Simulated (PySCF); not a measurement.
CH2Si (SMILES C#[SiH])

Input

```
{"job": {"kind": "nmr", "xc": "PBE0", "basis": "pcSseg-2"}, "charge": 0, "multiplicity": 1}
C     -0.755565     0.198725    -0.127924
Si     0.645166    -0.547651     0.271775
H     -1.829423     0.273382    -0.191695
H      1.977898     0.050215     0.014824
```

Command:

```sh
OMP_NUM_THREADS=1 python probes_run.py task.json out
```

Geometry: PBE0-D3(BJ)/def2-TZVP.

These are results of PBE0/pcSseg-2, SCF density, gas phase, non-relativistic (PySCF), not measurements.

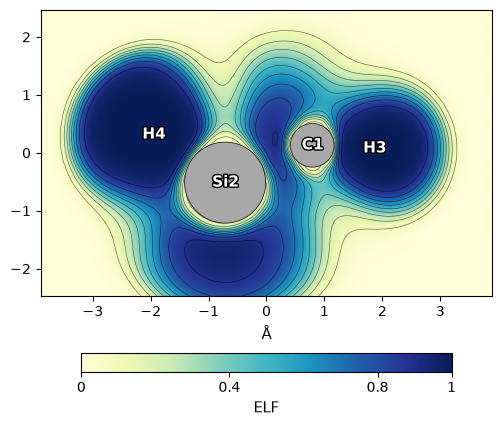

Figure 1. Electron localisation function on the molecular plane. Grey discs cover the atomic cores.

Question: What do the fields say about this system?

Answer:
- Atoms in the plane: C, Si and H.
- C–Si (1.64 Å): the ELF peaks at about 0.85 between the atoms; a covalent bond.
- C–H (1.08 Å): the ELF climbs to about 1 towards the hydrogen, as it does in any bond to H; an ordinary covalent bond to hydrogen.
- Si–H (1.48 Å): the ELF climbs to about 1 towards the hydrogen.
- The ELF also peaks beside Si2, away from the bonds: lone-pair regions.

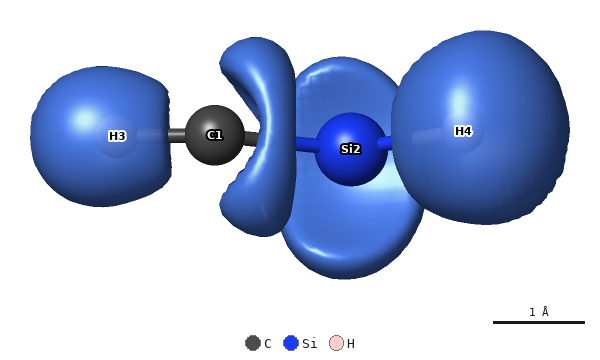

Figure 2. Isosurface of the ELF at 0.85 (blue), seen from one side. Core shells and regions of very low density are left out.

Question: Where are the electrons localised?

Answer: At this value the surface marks out one region between bonded C–Si atoms (shared pairs), two regions around hydrogen nuclei and one lobe on Si, pointing away from the bonds (lone pairs).

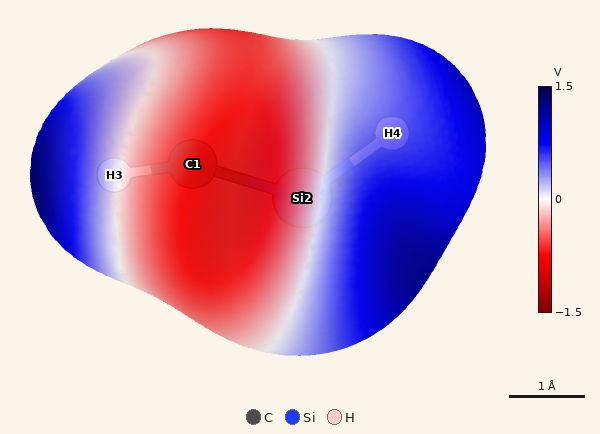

Figure 3. The electrostatic potential painted on the density surface at 0.002 e/bohr³, seen at a tilt; red is negative and blue positive.

Question: Describe the electrostatic potential map.

Answer: The most negative region (about −0.9 V) lies over C1 and Si2, the most positive (about +1.3 V) over H3.

Question: How polar is the molecule by this calculation?

Answer: Its dipole moment is 1.06 D.
